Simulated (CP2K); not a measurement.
**C2H6BOS− (SMILES [BH2-]1OCCS1) at PM6**

What is the energy change on altering one bond length of C2H6BOS− at PM6? 

The calculation is run with CP2K 2026.2.

1 further run of the same task is left out (it didn't finish).

## Step 1: Starting point

The species is C2H6BOS− (11 atoms), meant as a singlet with charge -1. As SMILES, `[BH2-]1OCCS1`. The shape is that of a GFN2-xTB optimisation. This is one conformer, not always the lowest.

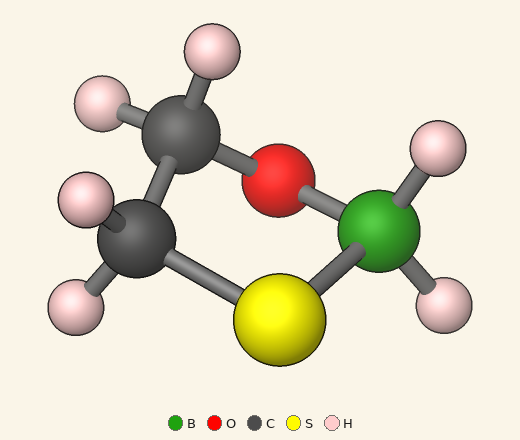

The structure, seen from a chosen angle (boron green, oxygen red, carbon dark grey, sulfur yellow, hydrogen pink).

## Step 2: Energy and forces at PM6

mol.inp reads:

```
&GLOBAL
 PROJECT mol
 RUN_TYPE ENERGY_FORCE
 PRINT_LEVEL MEDIUM
&END GLOBAL

&FORCE_EVAL
 METHOD Quickstep
 &DFT
  CHARGE -1
  &QS
   METHOD PM6
   EPS_DEFAULT 1.0E-10
   &SE
    &COULOMB
     CUTOFF [angstrom] 50
     RC_RANGE [angstrom] 0
    &END COULOMB
    &EXCHANGE
     CUTOFF [angstrom] 50
     RC_RANGE [angstrom] 0
    &END EXCHANGE
   &END SE
  &END QS
  &POISSON
   PERIODIC NONE
   POISSON_SOLVER ANALYTIC
  &END POISSON
  &SCF
   SCF_GUESS ATOMIC
   EPS_SCF 1.0E-07
   MAX_SCF 40
   &OT
    MINIMIZER CG
    PRECONDITIONER FULL_SINGLE_INVERSE
   &END OT
   &OUTER_SCF
    EPS_SCF 1.0E-07
    MAX_SCF 5
   &END OUTER_SCF
  &END SCF
  &PRINT
   &MOMENTS
    PERIODIC F
    REFERENCE COM
    MAX_MOMENT 1
   &END MOMENTS
   &MO_CUBES
    NLUMO 3
    NHOMO -1
    WRITE_CUBE F
   &END MO_CUBES
   &HIRSHFELD OFF
   &END HIRSHFELD
  &END PRINT
 &END DFT
 &SUBSYS
  &CELL
   ABC 15.9 15.8 14.8
   PERIODIC NONE
  &END CELL
  &COORD
   UNIT bohr
   B     -1.7722796     2.3251379    -0.0472809
   O     -2.1824636    -0.2522217     0.9074654
   C      0.1174465    -1.4107939     1.2545136
   C      1.6511860    -1.2730518    -1.2017902
   S      1.0347006     1.8353398    -2.5157546
   H     -0.9364916     3.7488954     1.5499723
   H     -3.6172004     3.0961840    -1.1004442
   H     -0.1918072    -3.3951009     1.8230566
   H      1.2246181    -0.4664222     2.7659165
   H      3.6754984    -1.5160706    -0.8792707
   H      0.9967738    -2.6918771    -2.5563837
  &END COORD
  &TOPOLOGY
   &CENTER_COORDINATES
   &END CENTER_COORDINATES
  &END TOPOLOGY
 &END SUBSYS
 &PRINT
  &FORCES ON
  &END FORCES
 &END PRINT
&END FORCE_EVAL
```

Started as:

```
$ OMP_NUM_THREADS=1 cp2k.psmp mol.inp > mol.out
```

What it wrote:

```text
CP2K| version string:                                       CP2K version 2026.2
[...]
 GLOBAL| Method name                                                        CP2K
[...]
 GLOBAL| Run type                                                   ENERGY_FORCE
[...]
                             - Atoms:                                         11
[...]
                             - Spherical basis functions:                     31
[...]
 Number of electrons:                                                         30
[...]
     1 OT CG       0.80E-01    0.0     0.23016287       -25.7757204306 -2.58E+01
[...]
    18 OT CG       0.31E+00    0.0     0.00000005       -31.2772316421 -8.17E-13
  *** SCF run converged in    18 steps ***
  Core-core repulsion energy [eV]:                           2125.64478665514343
  Core Hamiltonian energy [eV]:                             -1368.69588499714837
  Two-electron integral energy [eV]:                        -3216.09131568555131
  Electronic energy [eV]:                                   -2976.74154283992402
  Total energy [eV]:                                         -851.09675618478047
  Atomic reference energy [eV]:                               846.01555740529727
  Heat of formation [kcal/mol]:                              -117.17523678143064
[...]
 SE_DIPOLE| Moment [Debye]         -2.41942025       3.52935481      -1.28494100
 SE_DIPOLE| Derivative [a.u.]       0.00000000       0.00000000       0.00000000
 *** WARNING in qs_scf_post_se.F:140 :: Printing of MO cube files not ***
 *** implemented for Semi-Empirical method.                           ***
 ENERGY| Total FORCE_EVAL ( QS ) energy [hartree]            -31.277231642143214
 FORCES| Atomic forces [hartree/bohr]
 FORCES|   Atom     x               y               z               |f|
 FORCES|      1  7.39592376E-03  2.03575365E-02 -1.70804301E-03   2.17266286E-02
 FORCES|      2 -2.15976914E-02  6.22522259E-03 -3.35759533E-03   2.27263529E-02
 FORCES|      3  2.78037600E-02 -9.59876128E-03  5.73786979E-03   2.99684574E-02
 FORCES|      4  3.37834802E-03 -3.07967277E-03 -4.79803285E-03   6.62712147E-03
 FORCES|      5 -1.28020113E-02  2.71561923E-03  1.00423291E-02   1.64958921E-02
 FORCES|      6 -1.51291771E-03 -8.62929996E-03 -7.12987894E-03   1.12955262E-02
 FORCES|      7  2.35075421E-03 -6.35567165E-03  3.25005683E-04   6.78426386E-03
 FORCES|      8 -6.02218454E-03  1.01275223E-03 -6.53235003E-05   6.10709758E-03
 FORCES|      9 -1.60803372E-03  5.09594435E-04  3.99492467E-03   4.33645962E-03
 FORCES|     10  2.39780135E-03 -4.02649880E-04 -3.03654316E-04   2.45026206E-03
 FORCES|     11  2.16251238E-04 -2.75466945E-03 -2.73760133E-03   3.88965672E-03
 FORCES| Sum    -3.46944695E-16  1.54043445E-15  2.77555756E-17
 FORCES| Total atomic force                                       1.57926542E-15
[...]
```

It took 1.2 s on 1 thread of Intel Xeon 6975P-C (Granite Rapids), shared host; peak memory 0.19 GiB.

## Step 3: The distorted shape at the same level

run.inp reads:

```
&GLOBAL
 PROJECT run
 RUN_TYPE ENERGY_FORCE
 PRINT_LEVEL MEDIUM
&END GLOBAL
&FORCE_EVAL
 METHOD QS
 &DFT
  CHARGE -1
  &QS
   METHOD PM6
   EPS_DEFAULT 1.0E-10
   &SE
    &COULOMB
     CUTOFF [angstrom] 50
     RC_RANGE [angstrom] 0
    &END COULOMB
    &EXCHANGE
     CUTOFF [angstrom] 50
     RC_RANGE [angstrom] 0
    &END EXCHANGE
   &END SE
  &END QS
  &POISSON
   PERIODIC NONE
   POISSON_SOLVER ANALYTIC
  &END POISSON
  &SCF
   SCF_GUESS ATOMIC
   EPS_SCF 1.0E-07
   MAX_SCF 40
   &OT
    MINIMIZER CG
    PRECONDITIONER FULL_SINGLE_INVERSE
   &END OT
   &OUTER_SCF
    EPS_SCF 1.0E-07
    MAX_SCF 5
   &END OUTER_SCF
  &END SCF
  &PRINT
   &MOMENTS
    PERIODIC F
    REFERENCE COM
    MAX_MOMENT 1
   &END MOMENTS
   &MO_CUBES
    NLUMO 3
    NHOMO -1
    WRITE_CUBE F
   &END MO_CUBES
   &HIRSHFELD OFF
   &END HIRSHFELD
  &END PRINT
 &END DFT
 &SUBSYS
  &CELL
   ABC 15.9 15.9 15.2
   PERIODIC NONE
  &END CELL
  &COORD
   UNIT bohr
   B     -1.3796116     3.1764803     0.7655205
   O     -1.7897955     0.5991207     1.7202668
   C      0.5101146    -0.5594515     2.0673150
   C      2.0438541    -0.4217094    -0.3889888
   S      1.4273687     2.6866822    -1.7029532
   H     -0.5438235     4.6002378     2.3627737
   H     -3.2245323     3.9475264    -0.2876428
   H      0.2008609    -2.5437584     2.6358580
   H      1.6172862     0.3849202     3.5787180
   H      4.0681665    -0.6647282    -0.0664692
   H      0.9967738    -2.6918771    -2.5563837
  &END COORD
  &TOPOLOGY
   &CENTER_COORDINATES
   &END CENTER_COORDINATES
  &END TOPOLOGY
 &END SUBSYS
 &PRINT
  &FORCES ON
  &END FORCES
 &END PRINT
&END FORCE_EVAL
```

Started as:

```
$ OMP_NUM_THREADS=1 cp2k.psmp -i run.inp -o run.out
```

What it wrote, cut to the lines that bear on the results:

```text
CP2K| version string:                                       CP2K version 2026.2
[...]
 GLOBAL| Method name                                                        CP2K
[...]
 GLOBAL| Run type                                                   ENERGY_FORCE
[...]
                             - Atoms:                                         11
[...]
                             - Spherical basis functions:                     31
[...]
 Number of electrons:                                                         30
[...]
     1 OT CG       0.80E-01    0.0     0.22315159       -25.9104977742 -2.59E+01
[...]
    18 OT CG       0.27E+00    0.0     0.00000010       -31.1699964736 -2.32E-12
  *** SCF run converged in    18 steps ***
  Core-core repulsion energy [eV]:                           2094.72291476272812
  Core Hamiltonian energy [eV]:                             -1361.79742738675486
  Two-electron integral energy [eV]:                        -3162.20845245255305
  Electronic energy [eV]:                                   -2942.90165361303161
  Total energy [eV]:                                         -848.17873885030338
  Atomic reference energy [eV]:                               846.01555740529727
  Heat of formation [kcal/mol]:                               -49.88415313395156
[...]
 SE_DIPOLE| Moment [Debye]         -2.38460494       3.57306661      -1.21910946
 SE_DIPOLE| Derivative [a.u.]       0.00000000       0.00000000       0.00000000
 *** WARNING in qs_scf_post_se.F:140 :: Printing of MO cube files not ***
 *** implemented for Semi-Empirical method.                           ***
 ENERGY| Total FORCE_EVAL ( QS ) energy [hartree]            -31.169996473588462
[...]
```

It took 1.2 s on 1 thread of Intel Xeon 6975P-C (Granite Rapids), shared host; peak memory 0.19 GiB.

## Step 4: Results

At PM6:

| quantity | value |
| --- | --- |
| first shape: total energy | -31.27723 Eh |
| first shape: heat of formation at this unrelaxed shape | -117.2 kcal/mol |
| first shape: largest force on an atom | 1.541 eV/Å |
| distorted shape: total energy | -31.17000 Eh |
| distorted shape: heat of formation at this unrelaxed shape | -49.9 kcal/mol |
| distorted shape: largest force on an atom | 5.904 eV/Å |
| energy change with the C4–H11 bond stretched from 1.094 to 1.751 Å | 2.918 eV |

**Reading.** With the C4–H11 bond stretched from 1.094 to 1.751 Å the energy rises by 2.92 eV (282 kJ/mol). The first shape isn't relaxed at this level, so the change isn't measured from a minimum. The largest force (first shape) is 1.54 eV/Å: the shape isn't a stationary point for this species at this level.
